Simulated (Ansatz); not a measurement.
# SiNH4O2 (SMILES N[Si](O)O): the energy, rung by rung

SiNH4O2 has 8 atoms, charge 0, and is taken as a doublet. SMILES: `N[Si](O)O`. Geometry: optimised at PBE0/def2-SVP. This is one conformer, not always the lowest.

```xyz
8

N    -0.5021    1.2769    0.1282
Si    0.0960   -0.2439   -0.3827
O     1.6593   -0.2895    0.2096
O    -0.9674   -1.3479    0.2862
H     0.0707    2.1094    0.0659
H    -1.4941    1.4787    0.1116
H     2.2554   -0.8592   -0.2853
H    -1.0257   -2.1818   -0.1892
```

Each level gives the dissociation energy of the O4–Si2 bond into doublet OH and singlet SiNH3O (shapes relaxed at PBE0/def2-SVP, no zero-point term) (eV). The values are calculated.

```
              level                    kind  program  value (eV)  less CCSD(T)/def2-SVP  CPU time (all runs)
    USVWN5/def2-SVP                     LDA   Ansatz        4.19                  +1.15                2.1 s
     UBLYP/def2-SVP                     GGA   Ansatz        3.21                  +0.17                4.2 s
      UPBE/def2-SVP                     GGA   Ansatz        3.47                  +0.43                3.9 s
  U-r2SCAN/def2-SVP                meta-GGA   Ansatz        3.52                  +0.48                8.6 s
    UB3LYP/def2-SVP           global hybrid   Ansatz        3.23                  +0.19                4.9 s
UCAM-B3LYP/def2-SVP  range-separated hybrid   Ansatz        3.37                  +0.33                5.7 s
      UMP2/def2-SVP     perturbation theory   Ansatz        3.44                  +0.40                1.6 s
  UCCSD(T)/def2-SVP   coupled cluster or CI   Ansatz        3.04                   0.00                 19 s
```

UCCSD(T)/def2-SVP is the highest level here, not the true value. The values span 3.04 to 4.19 eV. A fragment with an even electron count was run as a singlet and may have a lower triplet. Measured bond enthalpies also hold zero-point and thermal terms, a few tenths of an eV less. In so small a basis fixed costs decide the times, and correlated methods can beat functionals. CPU times are rough (shared hosts, several kinds of processor and program).

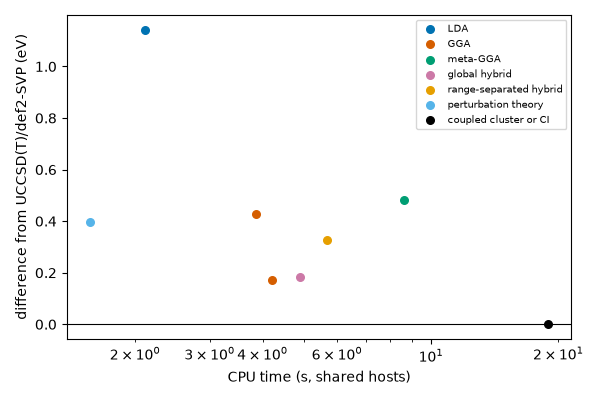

Difference from UCCSD(T)/def2-SVP against processor time, one point a level.
